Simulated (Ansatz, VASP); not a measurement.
## HgIr: VASP beside Ansatz

Wanted: the spread between two codes on one cell, functional and k mesh. The cell is invented: As first built, before any earlier steps moved the atoms: it takes the ZnIr structure with some of its atoms replaced by other elements, volume scaled by an estimate. It may not be a known or stable phase. The cell comes out of the VASP series on this material, whose earlier steps may have relaxed, scaled or displaced it; both programs get it as it stands.

Method: plane waves, with VASP 6.6.1 beside it; band structure at revPBE with D3(BJ), single point at revPBE with D3(BJ) and band structure at revPBE with D3(BJ), spin-orbit coupling, in Ansatz 0.2.0.

## Step 1: Set-up

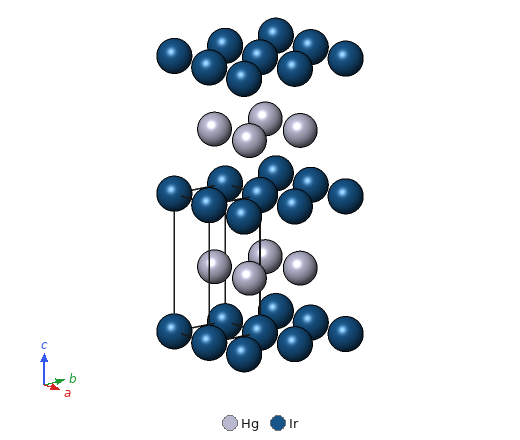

The starting structure, seen slightly off an axis (mercury light grey, iridium blue). 2×2×2 cells are drawn. Some periodic images of atoms are drawn too.

## Step 2: Ansatz: band structure, revPBE with D3(BJ)

Ansatz runs on its default PAW (the set named soft_2) files.

Levels along a path test the potential and the projectors away from the mesh points.

input.yaml

```yaml
crystal:
  lattice:
    - [2.8783549287, 0.0, 0.0]
    - [-1.4391774644, 2.4927290308, 0.0]
    - [0.0, 0.0, 4.6506731072]
  atoms:
    - { symbol: Hg, position: [0.66666667, 0.33333333, 0.5] }
    - { symbol: Ir, position: [0.0, 0.0, 0.0] }
hamiltonian:
  xc: revpbe
  pseudopotentials: { kind: paw }
  dispersion: d3bj
kpoints:
  mp_grid: { grid: [9, 9, 5] }
  band_path:
    path:
      - [0.0, 0.0, 0.0]
      - [0.13333, 0.0, 0.0]
      - [0.3, 0.0, 0.0]
      - [0.46667, 0.0, 0.0]
      - [0.46667, 0.06667, 0.0]
      - [0.41111, 0.17778, 0.0]
      - [0.35556, 0.28889, 0.0]
      - [0.28889, 0.28889, 0.0]
      - [0.17778, 0.17778, 0.0]
      - [0.06667, 0.06667, 0.0]
      - [0.0, 0.0, 0.03333]
      - [0.0, 0.0, 0.2]
      - [0.0, 0.0, 0.36667]
      - [0.0, 0.0, 0.5]
      - [0.16667, 0.0, 0.5]
      - [0.3, 0.0, 0.5]
      - [0.46667, 0.0, 0.5]
      - [0.46667, 0.06667, 0.5]
      - [0.41111, 0.17778, 0.5]
      - [0.35556, 0.28889, 0.5]
      - [0.28889, 0.28889, 0.5]
      - [0.17778, 0.17778, 0.5]
      - [0.06667, 0.06667, 0.5]
      - [0.5, 0.0, 0.46667]
      - [0.5, 0.0, 0.3]
      - [0.5, 0.0, 0.13333]
      - [0.33333, 0.33333, 0.0]
      - [0.33333, 0.33333, 0.16667]
      - [0.33333, 0.33333, 0.33333]
      - [0.33333, 0.33333, 0.5]
    npoints: 1
scf:
  occupations: { method: methfessel_paxton, width: 0.2 }
  n_extra_bands: 7
output:
  forces: true
  stress: true
  eigenvalues: true
```

Started as:

```console
$ ansatz run input.yaml --threads 2 --pin off --max-ram 4608MiB --backend cpu --events-out ev --progress --plain --runs-dir out
```

Numbers of over 12 decimals in the logs are rounded to 6 here.

Log:

```text
scf.n_extra_bands = 7 over 19 filled bands (N_el = 37.0): the run solves 26 bands
Engine: ansatz 0.2.0, aarch64-unknown-linux-gnu
Pseudopotentials: kind: paw
Pseudopotential: Hg, paw, valence charge 20, recommended cutoff 420 eV (normal), Hg.paw.azcp
Pseudopotential: Ir, paw, valence charge 17, recommended cutoff 420 eV (normal), Ir.paw.azcp
Functional definition: revPBE
  parameter kappa = 1.245
  parameter beta = 0.066725
  exchange = pbe_x(kappa = kappa, mu = beta*pi^2/3)
  correlation = pbe_c(beta = beta)
Crystal: 2 atoms, lattice volume = 33.368 Å³
Basis set: ecut = 420 eV, 663 PW (Γ), exchange–correlation on 40×40×64 points (8 copies of the dense FFT grid, shifted against one another)
Bands: 26, of which v1, the nominal top of the filled ones, is band 19 counted from 1 (18 counted from 0)
Symmetry: 12 space group operations
Space group: P-6m2 (ITA 187), of the structure as read, at distance tolerance 3.2e-5 Å
k-points: 36 of 405 (time reversal used)
Non-local potential: Hg, projectors of the file, l = 0: 3, l = 1: 2, l = 2: 2, l = 3: 1
Non-local potential: Ir, projectors of the file, l = 0: 3, l = 1: 2, l = 2: 2, l = 3: 1
PAW form: soft (Blöchl's): semilocal exchange-correlation on the pseudo side does not see the compensation charge
PAW frozen core: Hg, regenerated for the run's functional, and the local potential with it (the file was generated under x = pbe(κ = 0.804, μ = 0.219515), c = pbe(β = 0.066725))
PAW frozen core: Ir, regenerated for the run's functional, and the local potential with it (the file was generated under x = pbe(κ = 0.804, μ = 0.219515), c = pbe(β = 0.066725))
PAW one-centre angular grid: Hg, 590 points (default); XC on 64 Gauss nodes
PAW one-centre angular grid: Ir, 590 points (default); XC on 64 Gauss nodes
Initial density: superposition of atomic densities (neutral atoms: chi_scale 0, normalization atom), corrected by the library's trained network
Initial wavefunctions: pseudopotential atomic-orbital guess
Functional: x = revpbe(κ = 1.245, μ = 0.219515), c = pbe(β = 0.066725)
SCF iter   1: F=—  HF=-25769.863575 eV  |F-HF|=—  |Δ(HF+E_count)|=         —  Δρ=9.00e-3  dr2=2.14e-2  ethr=1.77e-3  ⟨swp⟩=4.3  Hψ=3590  notcnv=0  defer=6
preconditioner: auto → Kerker (q_TF=auto, 2.776 Å⁻¹)  [metal: Δε(μ)=0.122 eV  Ē_g=14.454 eV  σ=0.200 eV  W_gap=0.46  n_scr=10 (ndim 8)  ℏωp=29.5 eV  f_vac=0.000  D(μ)=1.40/eV (n_scr^D=10)]
SCF iter   2: F=—  HF=-25769.861894 eV  |F-HF|=—  |Δ(HF+E_count)|=   1.68e-3  S|Δr|=    0.00e0  Δρ=4.53e-3  dr2=6.77e-3  ethr=5.79e-5  ⟨swp⟩=1.0  Hψ=1224  notcnv=0  defer=5
SCF iter   3: F=—  HF=-25769.861144 eV  |F-HF|=—  |Δ(HF+E_count)|=   7.50e-4  S|Δr|=    0.00e0  Δρ=9.14e-4  dr2=4.51e-4  ethr=1.83e-5  ⟨swp⟩=2.1  Hψ=1156  notcnv=0  defer=5
SCF iter   4: F=—  HF=-25769.861050 eV  |F-HF|=—  |Δ(HF+E_count)|=   9.36e-5  S|Δr|=    0.00e0  Δρ=2.33e-4  dr2=3.89e-5  ethr=1.22e-6  ⟨swp⟩=1.8  Hψ=1010  notcnv=0  defer=5
SCF iter   5: F=—  HF=-25769.861033 eV  |F-HF|=—  |Δ(HF+E_count)|=   1.67e-5  S|Δr|=    0.00e0  Δρ=7.65e-5  dr2=2.07e-6  ethr=1.05e-7  ⟨swp⟩=2.4  Hψ=1178  notcnv=0  defer=5
SCF iter   6: F=—  HF=-25769.861033 eV  |F-HF|=—  |Δ(HF+E_count)|=   8.10e-8  S|Δr|=    0.00e0  Δρ=1.92e-5  dr2=1.11e-7  ethr=5.61e-9  ⟨swp⟩=2.3  Hψ=1188  notcnv=0  defer=5
SCF iter   7: F=-25769.861033 eV  HF=-25769.861033 eV  |F-HF|=3.51e-9  |Δ(HF+E_count)|=  3.57e-10  S|Δr|=    0.00e0  Δρ=5.82e-6  dr2=7.12e-9  ethr=2.70e-10  ⟨swp⟩=8.0  Hψ=3612  notcnv=0
SCF 1 converged in 7 iterations: F = -25769.861033 eV  dr2 = 7.12e-9
  greatest PAW one-centre occupation: 1.000 electrons in one spin orbital (limit 2), on the Hg atom at site 0 (counted from 0), in its partial waves of l = 0
NSCF: frozen V_eff on 30 k-points
SCF converged after 7 iterations
Stability not checked: this state was not tested for a lower state beside it, because cold or Methfessel-Paxton smearing, or corrected tetrahedra, fill the levels in a way that the test cannot read (fill_not_monotonic; see scf.lower_state_search)
Free energy (F): -25769.861033 eV
Harris-Foulkes:  -25769.861033 eV  (|F-HF|=3.51e-9)
Internal energy: -25769.864377 eV  (E = F + TS)
E sigma→0 (E₀):  -25769.861869 eV
Entropy (-TS):   0.003344 eV (1.672 meV/atom)
Fermi energy:    21.723018 eV
--- Per-component energies (eV) ---
  E_band       = -391.654810
  E_kinetic    = 1229.194308
  E_local      = -3228.357784  (includes V_loc(G=0)·N_el)
  E_nonlocal   = 143.826152
  E_hartree    = 1348.694839
  E_xc         = -489.590076
  E_vxc        = -563.512486  (∫ρ·V_xc dr)
  E_paw        = -19186.725113  (= ΣΔE_a)
  E_vpaw       = -670.198205  (= ΣTr[D̂ρ^β])
  E_aug_tail   = 0.001042  (compensation charges beyond the density's cutoff)
  E_ewald      = -5584.485934
  E_disp       = -2.356798  (pairwise vdW)
  E_core_change = -0.065013  (= ΣΔE_core)
  E_smearing   = 0.003344  (= −TS)
  E_closure    = 0.000000  (closes the sum)
  Σ components = -25769.861033   (vs F -25769.861033, Δ=0.00e0)
--- Forces (eV/Å), atoms counted from 1 ---
  atom   1  Hg     0.00000000    -0.00000000     0.00000000
  atom   2  Ir    -0.00000000     0.00000000     0.00000000
  max |Σ_I F_I| component: 3.70e-17 eV/Å
--- Stress (GPa, compression-positive) ---
       -1.334894      -0.000000       0.000000
       -0.000000      -1.334894       0.000000
        0.000000       0.000000      -1.655018
  P = ⅓ Tr σ = -1.4416 GPa (-14.416 kbar)
--- Band table (eV; the first three rows and the last of 36) ---
  k-point 0: bands = [... 15 lower, 19.4852, 19.4852, 20.3946, 21.6439, 21.6439, 25.3881, 35.3302, 37.3700, ... 3 higher]
  k-point 1: bands = [... 15 lower, 19.2935, 19.5461, 19.5461, 21.6388, 21.6388, 27.4936, 34.8512, 37.0447, ... 3 higher]
  k-point 2: bands = [... 15 lower, 18.5286, 19.6583, 19.6583, 21.6156, 21.6156, 31.2427, 34.3794, 35.9772, ... 3 higher]
  k-point 35: bands = [... 15 lower, 18.8055, 19.4122, 21.1470, 24.5389, 25.0908, 26.7549, 27.3520, 28.0272, ... 3 higher]
```

Elapsed: 4.3 s, on 2 threads of Arm Neoverse N1, shared host; peak memory 0.31 GiB; 8 s of CPU time.

The column dr2 measures how far the density is from self-consistency, as an energy; F and HF (Harris–Foulkes) agree once it is small.

## Step 3: VASP: band structure, revPBE with D3(BJ)

The same cell, functional, mesh and smearing now go to VASP, with its own data sets and cutoff.

Lines of VASP's logs that name or quote its potential files are left out, and so is its time.

INCAR

```
SYSTEM = HgIr
PREC = Accurate
ENCUT = 400
EDIFF = 1E-06
NELM = 100
ISMEAR = 1
SIGMA = 0.2
LREAL = .FALSE.
ALGO = Normal
GGA = RE
IVDW = 12
NBANDS = 22
LORBIT = 11
LWAVE = .FALSE.
LCHARG = .FALSE.
```

POSCAR

```
HgIr
1.0
    2.8783549287      0.0000000000      0.0000000000
   -1.4391774644      2.4927290308      0.0000000000
    0.0000000000      0.0000000000      4.6506731072
Hg Ir
1 1
Direct
    0.6666666700      0.3333333300      0.5000000000
    0.0000000000      0.0000000000      0.0000000000
```

KPOINTS

```
Automatic mesh
0
Gamma
9 9 5
0 0 0
```

KPOINTS_OPT

```
Line mode
16
Line-mode
Reciprocal
  0.00000000   0.00000000   0.00000000 GAMMA
  0.50000000   0.00000000   0.00000000 M

  0.50000000   0.00000000   0.00000000 M
  0.33333333   0.33333333   0.00000000 K

  0.33333333   0.33333333   0.00000000 K
  0.00000000   0.00000000   0.00000000 GAMMA

  0.00000000   0.00000000   0.00000000 GAMMA
  0.00000000   0.00000000   0.50000000 A

  0.00000000   0.00000000   0.50000000 A
  0.50000000   0.00000000   0.50000000 L

  0.50000000   0.00000000   0.50000000 L
  0.33333333   0.33333333   0.50000000 H

  0.33333333   0.33333333   0.50000000 H
  0.00000000   0.00000000   0.50000000 A

  0.50000000   0.00000000   0.50000000 L
  0.50000000   0.00000000   0.00000000 M

  0.33333333   0.33333333   0.00000000 K
  0.33333333   0.33333333   0.50000000 H
```

The projector-augmented-wave data sets are Hg and Ir (PBE family, release 64).

Started as:

```console
$ mpirun -np 1 vasp_std
```

Log:

```text
[banner, memory and clock lines left out]
running    1 mpi-ranks, on    1 nodes
 distrk:  each k-point on    1 cores,    1 groups
 distr:  one band on    1 cores,    1 groups

 POSCAR found type information on POSCAR HgIr
 POSCAR found :  2 types and       2 ions
|                                                                             |
|               ----> ADVICE to this user running VASP <----                  |
|                                                                             |
|     You enforced a specific xc type in the INCAR file but a different       |
|     [... a line on the potential file left out ...]
|     I HOPE YOU KNOW WHAT YOU ARE DOING!                                     |
|                                                                             |

 LDA part: xc-table for (Slater+PW92), standard interpolation
 POSCAR, INCAR and KPOINTS ok, starting setup
 FFT: planning ... GRIDC
 FFT: planning ... GRID_SOFT
 FFT: planning ... GRID
 WAVECAR not read
 entering main loop
       N       E                     dE             d eps       ncg     rms          rms(c)
DAV:   1     0.151633255845E+03    0.15163E+03   -0.82661E+03  1616   0.747E+02
DAV:   2    -0.359329428401E+01   -0.15523E+03   -0.14388E+03  1698   0.245E+02
DAV:   3    -0.737182261158E+01   -0.37785E+01   -0.37595E+01  1952   0.437E+01
DAV:   4    -0.739803152331E+01   -0.26209E-01   -0.26203E-01  1836   0.340E+00
DAV:   5    -0.739856130240E+01   -0.52978E-03   -0.52977E-03  1952   0.502E-01    0.143E+01
DAV:   6    -0.695402388712E+01    0.44454E+00   -0.49688E-01  1838   0.953E+00    0.101E+01
DAV:   7    -0.686941161663E+01    0.84612E-01   -0.36685E-01  1896   0.525E+00    0.220E+00
DAV:   8    -0.685355649197E+01    0.15855E-01   -0.74921E-02  1890   0.240E+00    0.118E+00
DAV:   9    -0.685198005735E+01    0.15764E-02   -0.82313E-03  1830   0.104E+00    0.162E-01
DAV:  10    -0.685190828034E+01    0.71777E-04   -0.44450E-04  1896   0.145E-01    0.938E-02
DAV:  11    -0.685191615026E+01   -0.78699E-05   -0.24797E-05  1864   0.466E-02    0.112E-02
DAV:  12    -0.685191773694E+01   -0.15867E-05   -0.22271E-06  1788   0.110E-02    0.519E-03
DAV:  13    -0.685191782650E+01   -0.89561E-07   -0.30570E-07   984   0.531E-03
   1 F= -.92083756E+01 E0= -.92090556E+01  d E =0.204024E-02
 Start KPOINTS_OPT (optional k-point list driver)
k-point batch [1-36\144]
       N       E                     dE             ncg
DAV:   1     0.654249137204E+04   -0.15514E+05     1600
DAV:   2     0.120086060623E+04   -0.53416E+04     1692
DAV:   3     0.106754693345E+04   -0.13331E+03     1940
DAV:   4     0.106661392624E+04   -0.93301E+00     1874
DAV:   5     0.106659425457E+04   -0.19672E-01     1954
DAV:   6     0.106659370574E+04   -0.54884E-03     1982
DAV:   7     0.106659369045E+04   -0.15287E-04     1910
DAV:   8     0.106659369002E+04   -0.42807E-06     1342
[...]
k-point batch [109-144\144]
       N       E                     dE             ncg
DAV:   1     0.654201131078E+04   -0.20620E+05     1632
DAV:   2     0.131314652612E+04   -0.52289E+04     1734
DAV:   3     0.117515029933E+04   -0.13800E+03     1896
DAV:   4     0.117415454935E+04   -0.99575E+00     1832
DAV:   5     0.117413372508E+04   -0.20824E-01     1878
DAV:   6     0.117413311294E+04   -0.61214E-03     2002
DAV:   7     0.117413309682E+04   -0.16121E-04     1828
DAV:   8     0.117413309636E+04   -0.45989E-06     1304
```

From OUTCAR (step 3):

```text
ion  position               nearest neighbor table
   1  0.667  0.333  0.500-   2 2.86   2 2.86   2 2.86   2 2.86   2 2.86   2 2.86
   2  0.000  0.000  0.000-   1 2.86   1 2.86   1 2.86   1 2.86   1 2.86   1 2.86

  LATTYP: Found a hexagonal cell.
 ALAT       =     2.8783549287
 C/A-ratio  =     1.6157399704

 Subroutine GETGRP returns: Found 12 space group operations
 (whereof 12 operations were pure point group operations)

The static configuration has the point symmetry D_3h.

 Found     36 irreducible k-points:

   k-points           NKPTS =     36   k-points in BZ     NKDIM =     36   number of bands    NBANDS=     22

   dimension x,y,z NGX =    20 NGY =   20 NGZ =   30
   dimension x,y,z NGXF=    40 NGYF=   40 NGZF=   60

   ENCUT  =  400.0 eV  29.40 Ry    5.42 a.u.   4.69  4.69  7.58*2*pi/ulx,y,z

   NELECT =      21.0000    total number of electrons

 k-points in reciprocal lattice and weights: Automatic mesh
   0.00000000  0.00000000  0.00000000       0.002
   0.11111111  0.00000000  0.00000000       0.015
   0.22222222 -0.00000000  0.00000000       0.015
   0.33333333 -0.00000000  0.00000000       0.015
   0.44444444 -0.00000000  0.00000000       0.015
   0.11111111  0.11111111  0.00000000       0.015
   0.22222222  0.11111111  0.00000000       0.030
   0.33333333  0.11111111  0.00000000       0.030
   0.44444444  0.11111111  0.00000000       0.015
[...]
0.33333333  0.22222222  0.40000000       0.059
   0.33333333  0.33333333  0.40000000       0.010

 average (electrostatic) potential at core
       1 -37.3313       2 -51.3694

 E-fermi :   6.6102

 k-point     1 :       0.0000    0.0000    0.0000
  band No.  band energies     occupation
    ...
      8       4.3703      2.00000
      9       4.3703      2.00000
     10       5.2923      2.00000
     11       6.5505      1.48120
     12       6.5505      1.48120
     13      10.2717     -0.00000
     14      20.9530      0.00000
     15      23.1846      0.00000
     16      23.5649      0.00000
     17      24.5038      0.00000
    ...

 k-point     2 :       0.1111    0.0000    0.0000
  band No.  band energies     occupation
    ...
      7       2.4453      2.00000
      8       4.1745      2.00000
      9       4.6085      2.00000
     10       4.6779      2.00000
     11       6.5221      1.67148
     12       7.7022     -0.00000
     13      10.2538     -0.00000
     14      20.5630      0.00000
     15      22.2366      0.00000
     16      22.7230      0.00000
    ...

 k-point     3 :       0.2222   -0.0000    0.0000
  band No.  band energies     occupation
    ...
      7       2.8987      2.00000
      8       3.8599      2.00000
      9       4.1229      2.00000
     10       5.5344      2.00000
     11       6.4498      1.98107
     12       9.6813     -0.00000
     13      10.2465     -0.00000
     14      16.6705      0.00000
     15      20.1169      0.00000
     16      22.5187      0.00000
    ...

 Edisp (eV)   -2.35646

  Total       0.00651     0.00651     0.00436    -0.00000     0.00000     0.00000
  in kB       0.31247     0.31247     0.20922    -0.00000     0.00000     0.00000
  external pressure =        0.28 kB  Pullay stress =        0.00 kB

  energy-cutoff  :      400.00
  volume of cell :       33.37
      direct lattice vectors                 reciprocal lattice vectors
     2.878354929  0.000000000  0.000000000     0.347420671  0.200583374  0.000000000
    -1.439177464  2.492729031  0.000000000     0.000000000  0.401166748  0.000000000
     0.000000000  0.000000000  4.650673107     0.000000000  0.000000000  0.215022638

 POSITION                                       TOTAL-FORCE (eV/Angst)
 -----------------------------------------------------------------------------------
      1.43918      0.83091      2.32534         0.000000      0.000000      0.000000
      0.00000      0.00000      0.00000        -0.000000     -0.000000      0.000000
 -----------------------------------------------------------------------------------
    total drift:                               -0.000003      0.000003      0.000000

  FREE ENERGIE OF THE ION-ELECTRON SYSTEM (eV)
  ---------------------------------------------------
  free  energy   TOTEN  =        -9.2083755701 eV

  energy  without entropy=       -9.2104158070  energy(sigma->0) =       -9.20905565

 total charge
# of ion       s       p       d       tot
------------------------------------------
    1        0.753   0.548   9.360  10.661
    2        0.560   0.493   7.019   8.072
--------------------------------------------------
tot          1.313   1.040  16.379  18.732

[... 3 further parts left out ...]
```

The run ends at a pressure of 0.03 GPa.

## Step 4: Comparison

Known differences besides the PAW data sets themselves: the data sets hold 37 valence electrons in Ansatz (default PAW (the set named soft_2) files) and 21 in VASP; the cutoff is 420 eV in Ansatz and 400 eV in VASP; Ansatz makes its cores anew for this functional, VASP keeps those of its PBE data sets; VASP leaves aspherical gradient terms in its spheres out (LASPH is not set), Ansatz keeps them. Total energies have different zeros and are not compared.

The two programs side by side:

```
      quantity  Ansatz  VASP  difference
pressure (GPa)   -1.44  0.03       -1.47
```

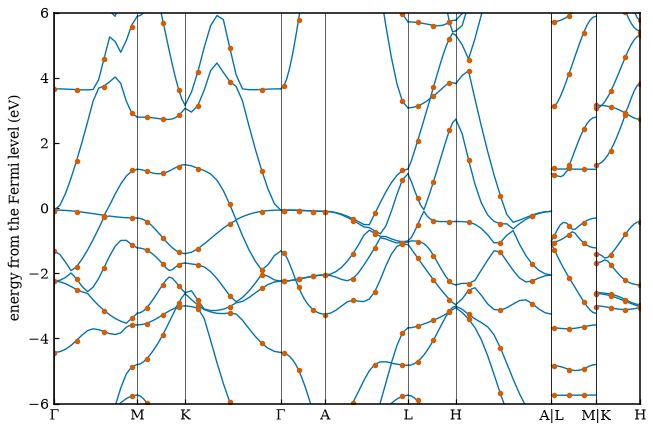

Bands from VASP (lines) and levels from Ansatz (dots). Dots without a line are higher empty bands that the VASP plot leaves out.

Levels from 3 eV below to 2 eV above the Fermi level differ by 13 meV r.m.s. and 27 meV at most; each VASP level is matched to the nearest of Ansatz, which flatters the figure a little. Ansatz's pressure holds a Pulay correction of 0.07 GPa; VASP's holds none.

## Step 5: What moves the difference

The difference is large enough to ask for its cause, so further runs change the set-up of one program at a time, as the table lists.

```
                                       run  difference in pressure (GPa)
                                  as above                          -1.5
  Ansatz's larger PAW set (cutoff 1000 eV)                          -1.4
norm-conserving potentials (cutoff 925 eV)                          -1.4
```

## Step 6: Ansatz: single point, revPBE with D3(BJ)

With cell and atoms fixed, the geometry can't cause a difference; cores, projectors, grids and the points listed under the comparison can.

The cell comes out of the VASP series on this material, whose earlier steps may have relaxed, scaled or displaced it; both programs get it as it stands.

input.yaml, the sections that differ from step 2:

```yaml
kpoints:
  mp_grid: { grid: [13, 13, 7] }
scf:
  occupations: { method: tetrahedron }
output:
  forces: true
  stress: true
# crystal, hamiltonian: as in step 2
```

Started as:

```console
$ ansatz run input.yaml --threads 2 --pin off --max-ram 4608MiB --backend cpu --events-out ev --progress --plain --runs-dir out
```

Log:

```text
Warning: output.forces, output.stress, relax.cell or npt_langevin: where a Kohn–Sham band that disperses or a degenerate level is filled in part under the method tetrahedron, the forces or the stress that this run publishes need not agree with its energy (scf.occupations.method in the input reference, under Limitations); prefer a smearing scheme for the forces or the stress
[...]
--- Band table (eV; the first three rows and the last of 84) ---
  k-point 0: bands = [... 15 lower, 19.5163, 19.5163, 20.3870, 21.6457, 21.6457, 25.3792, 35.3334, 37.3682]
  k-point 1: bands = [... 15 lower, 19.5485, 19.5485, 19.6870, 21.6438, 21.6438, 26.5774, 35.0268, 37.3778]
  k-point 2: bands = [... 15 lower, 18.8290, 19.6277, 19.6277, 21.6322, 21.6322, 29.0457, 34.6357, 36.5563]
  k-point 83: bands = [... 15 lower, 18.9668, 19.4696, 21.1957, 23.9406, 25.5784, 26.8136, 27.2204, 28.0265]
[key lines of the parts left out:]
SCF converged after 6 iterations
Free energy (F): -25769.894605 eV
Fermi energy:    21.772557 eV
P = ⅓ Tr σ = -1.7621 GPa (-17.621 kbar)
```

The job ended after 4.4 s (2 threads; peak memory 0.35 GiB).

The run ends at a pressure of -1.76 GPa.

[end of part 1 of 2]

[Lines on the potential files, build, host, timing and source positions are cut from VASP's logs without a mark.]

[Logs are printed without paths, hosts, clocks, repeated set-up lines and the standing remarks that a program may print on its own settings, such as how far it seeks lower states.]

[Hosts, paths, dates, database ids (printed as entryN), source tags and the programs' standing remarks are cut or masked in the printed files.]
